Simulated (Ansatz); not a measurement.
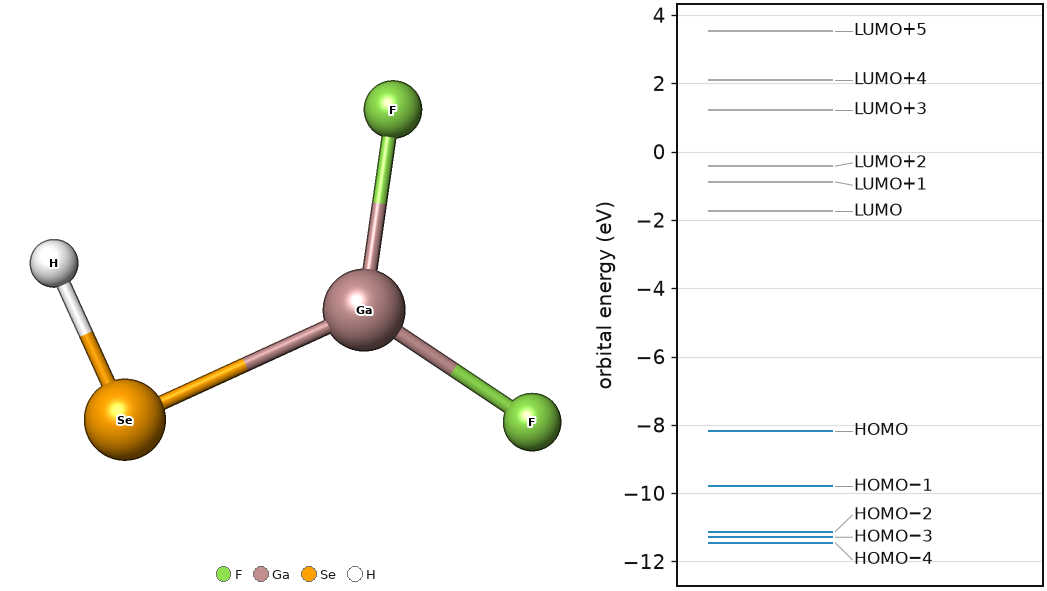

GaHSeF₂, SMILES [F][Ga]([F])[SeH], singlet. Kohn-Sham orbital energies near the frontier, PBE0/def2-TZVPP with the Ansatz code 0.2.0, at a PBE0-D4/def2-TZVP geometry (a minimum by its frequencies), isolated molecule; empty levels in grey, levels within 0.03 eV side by side.

Question: Where do the frontier orbitals lie?

Answer: HOMO at −8.17 eV, LUMO at −1.75 eV, 6.42 eV apart.

Question: How far below the HOMO does the next level lie?

Answer: 1.63 eV.

Question: List the levels.

Answer:
| orbital | energy (eV) |
| --- | --- |
| LUMO+5 | 3.54 |
| LUMO+4 | 2.10 |
| LUMO+3 | 1.22 |
| LUMO+2 | −0.43 |
| LUMO+1 | −0.89 |
| LUMO | −1.75 |
| HOMO | −8.17 |
| HOMO−1 | −9.80 |
| HOMO−2 | −11.13 |
| HOMO−3 | −11.29 |
| HOMO−4 | −11.46 |

Known limits of this run: no scalar relativity up to krypton; spin-orbit coupling is left out, and with Se it can shift these levels and split any degenerate set; empty levels above zero depend strongly on the basis.
